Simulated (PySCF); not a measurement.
# H₈N₂OSi₂ (SMILES N[SiH](N)O[SiH3]): what the fields show

| atom | x (Å) | y (Å) | z (Å) |
| --- | --- | --- | --- |
| N | -1.5251 | 1.4510 | 0.6002 |
| Si | -1.1004 | -0.2588 | 0.6263 |
| N | -1.8406 | -1.0390 | -0.6796 |
| O | 0.5390 | -0.2861 | 0.4872 |
| Si | 2.0997 | 0.0179 | 0.1328 |
| H | -2.5013 | 1.6127 | 0.6306 |
| H | -0.9340 | 2.0704 | 1.1033 |
| H | -1.3703 | -0.7507 | 1.9964 |
| H | -2.3860 | -0.7246 | -1.4595 |
| H | -1.5424 | -1.9769 | -0.9632 |
| H | 2.1927 | 0.2243 | -1.2464 |
| H | 2.5239 | 1.1702 | 0.8726 |
| H | 2.7956 | -1.1562 | 0.5764 |

Geometry: GFN2-xTB, MD frame at 250 fs, 200 K.

Computed with PBE0/pcSseg-1, SCF density, gas phase, non-relativistic in PySCF 2.14.0.

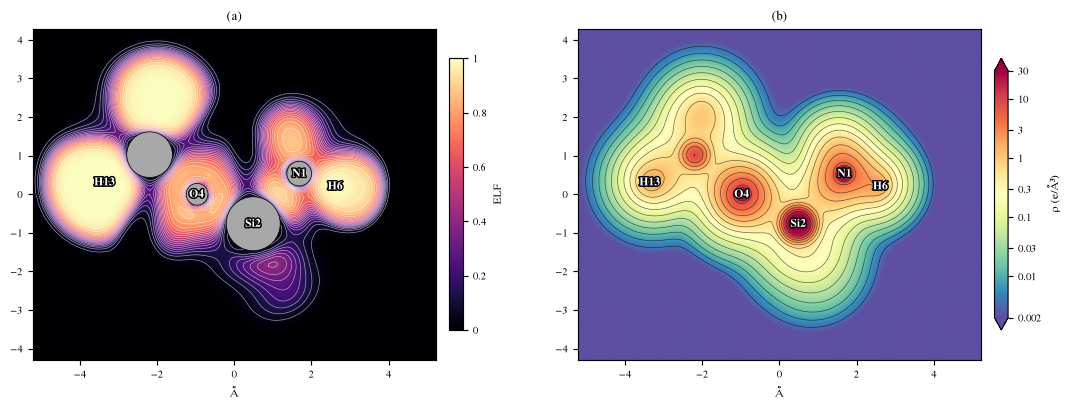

Figure 1. (a) electron localisation function; (b) electron density on the plane of atoms Si2, N1 and H6. Grey discs cover the atomic cores in the ELF map.

> Interpret the plot.

Atoms in the plane: N, Si, O and H. Si–O (1.65 Å): ρ at the midpoint is about 1.1 e/Å³; the ELF peaks at about 0.85 between the atoms (a polar covalent bond). N–H (0.99 Å): ρ at the midpoint is about 2.9 e/Å³; the ELF climbs to about 1 towards the hydrogen, as it does in any bond to H (an ordinary covalent bond to hydrogen). Si–N (1.76 Å): ρ at the midpoint is about 1 e/Å³; the ELF peaks at about 0.90 between the atoms, as expected for a polar covalent bond. The ELF also peaks beside O4, away from the bonds: lone-pair regions.

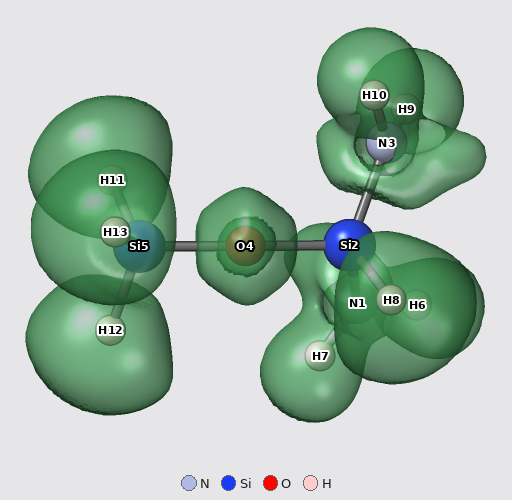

Figure 2. Isosurface of the ELF at 0.75 (green), seen at a tilt. Only the valence region is drawn (cores and ρ < 0.01 e/Å³ removed).

> What do the ELF domains correspond to?

At this value the surface marks out four regions around hydrogen nuclei, one region on O in which the atom's valence shell and bonds are merged and two joined regions spread over several atoms (H, N), in which their bonds and any lone pairs are merged. Along the contacts the grid gives the following. Si–O (1.63 Å): the ELF peaks at about 0.85 between the atoms (a polar covalent bond). Si–N (1.69 Å): the ELF peaks at about 0.90 between the atoms: a polar covalent bond.

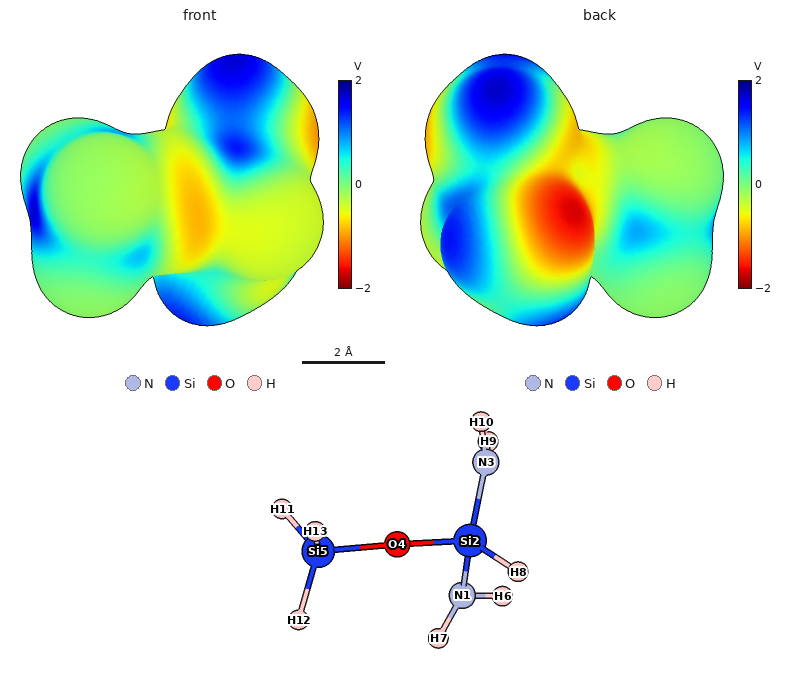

Figure 3. The electrostatic potential painted on the density surface at 0.002 e/bohr³, seen from the front and from behind; red is negative and blue positive. The bare structure is drawn below in the same view.

> Which sites attract a positive test charge, and which a negative one?

A positive charge is drawn to the negative regions and a negative charge to the positive ones. The most negative region (about −1.6 V) lies over N1, the most positive (about +1.7 V) over Si5, H9 and H10. N1 is the likeliest acceptor of a hydrogen bond.

> How polar is the molecule by this calculation?

Its dipole moment is 1.17 D.
